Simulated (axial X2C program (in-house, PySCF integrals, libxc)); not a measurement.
# A two-component session on CuCl: properties at the nuclei

Wanted for CuCl: properties at the nuclei, at the two-component level.

Method: two-component X2C with atomic mean-field terms, Cu dyall-acv3z, Cl dyall-av3z; program: an in-house X2C program for linear molecules on PySCF integrals.

All values are calculated.

**1. Set-up**

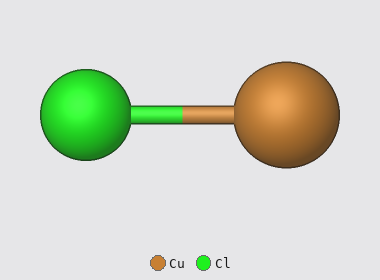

The two atoms at 2.110 Å (copper orange, chlorine green).

task.json reads:

```json
{"zs": [29, 17], "q": 0, "bas": ["dyall-acv3z", "dyall-av3z"], "r0": 2.11, "levels": ["PBE0", "HF", "B3LYP"], "nst": 1, "ff": 1, "thr": -3.5, "nmax": 130, "opt": {"ecut": 60}}
```

Keys: zs atomic numbers; q charge; bas basis sets; r0 starting distance in Å; levels methods (HF also brings MP2); nst determinants followed; ff finite-field run; thr threshold in hartree for freezing inner shells (an s shell follows its p shell); nmax most natural virtual spinors; ecut virtual cutoff in hartree.

Run with:

```sh
python soeom.py task.json out
```

Nuclei are Gaussian, cores are contracted, and the Gaunt term is on.

**2. Expectation values, lowest determinant**

R = 2.056 Å. State: Ω = 0 (closed shell).

Output of the PBE0 run:

```text
two-component X2C + atomic mean field  PBE0
basis functions 183  fitting functions 958  grid points 5077
iter        total energy     max residual
   1      -2111.908306423     2.94e+00
   2      -2115.518080182     7.86e-02
   3      -2115.002389422     2.89e-01
   4      -2115.569884123     1.86e-02
   5      -2115.583160852     5.00e-03
   6      -2115.583791026     1.26e-03
   7      -2115.583813439     7.23e-04
   8      -2115.583818059     2.90e-05
   9      -2115.583818083     4.17e-06
  10      -2115.583818084     3.60e-06
converged
one-electron -3195.39955017  Coulomb 1049.58644459  exact exchange -23.52221816  xc functional -72.55351398  nuclear repulsion 126.88928258  atomic mean-field constant -0.58426295
```

The highest occupied spinor is 59% Cl p, 36% Cu d, 4% Cu p.

```
level  qzz Cu (a.u.)  qzz Cl (a.u.)  μ (D)
 PBE0           0.13           1.93  -4.90
   HF          -0.87           1.12  -6.20
B3LYP           0.31           2.08  -4.64
```

qzz is the electric field gradient, eQq0 = 234.96 MHz × Q/barn × qzz; μ is positive if Cl is the positive end. The operators were transformed with the bare-nucleus X2C matrices.

**3. Finite-field coupled cluster**

Output:

```text
two-component X2C + atomic mean field  HF
basis functions 183  fitting functions 958  grid points 5077
iter        total energy     max residual
   1      -2113.596958587     1.36e-01
   2      -2113.625854871     2.09e-02
   3      -2113.623978790     2.75e-02
   4      -2113.630874931     2.43e-03
   5      -2113.631205659     1.58e-03
   6      -2113.631390944     9.44e-04
   7      -2113.631437760     3.17e-04
   8      -2113.631442892     5.55e-05
   9      -2113.631443249     1.88e-05
  10      -2113.631443284     6.93e-06
  11      -2113.631443287     4.02e-06
  12      -2113.631443289     1.30e-06
converged
one-electron -3197.38141363  Coulomb 1051.77025654  exact exchange -94.32530583  xc functional 0.00000000  nuclear repulsion 126.88928258  atomic mean-field constant -0.58426295
correlated 26  virtual 280  natural virtual 130  E(MP2) -1.185811952  MP2 remainder -0.070697884
iter   CCSD correlation   residual
   1     -0.929895112   3.05e-01
   2     -0.994417627   1.83e-01
   3     -1.000910571   3.26e-02
   4     -1.000689784   1.30e-02
   5     -1.000775935   6.56e-03
   6     -1.001033192   3.52e-03
   7     -1.000961083   1.42e-03
   8     -1.000931391   5.51e-04
   9     -1.000974113   2.11e-04
  10     -1.000962236   1.03e-04
  11     -1.000959300   3.26e-05
  12     -1.000961187   1.40e-05
  13     -1.000960159   8.12e-06
  14     -1.000960277   4.86e-06
  15     -1.000960269   2.89e-06
(T) -0.033672859  T1 0.0256  D1 0.0765  max T2 0.047
```

T1 in the output is the amplitude norm over the root of the electron number; divide by √2 for the Lee–Taylor value.

26 electrons correlated in 130 natural virtual spinors, MP2 remainder added; T1 = 0.018.

```
  level  qzz Cu (a.u.)  qzz Cl (a.u.)  μ (D)
     HF          -0.87           1.12  -6.20
    MP2          -0.34           1.77  -5.04
   CCSD          -0.44           1.56  -5.37
CCSD(T)          -0.35           1.64  -5.17
```

**4. Summary of results**

| quantity | value |
| --- | --- |
| lowest determinant | Ω = 0 (closed shell) |
| qzz Cu (a.u.), PBE0 | 0.13 |
| qzz Cl (a.u.), PBE0 | 1.93 |
| μ (D), PBE0 | -4.90 |
| qzz Cu (a.u.), CCSD(T) | -0.35 |
| qzz Cl (a.u.), CCSD(T) | 1.64 |
| μ (D), CCSD(T) | -5.17 |

In words: The expectation values come from single determinants, which for open shells can mix terms of unlike spin or miss the lowest Ω, so a determinant need not be a state. qzz is the electric field gradient, eQq0 = 234.96 MHz × Q/barn × qzz; μ is positive if Cl is the positive end. The operators were transformed with the bare-nucleus X2C matrices. Correlation of the inner shells is missing, which matters for properties at the nucleus.
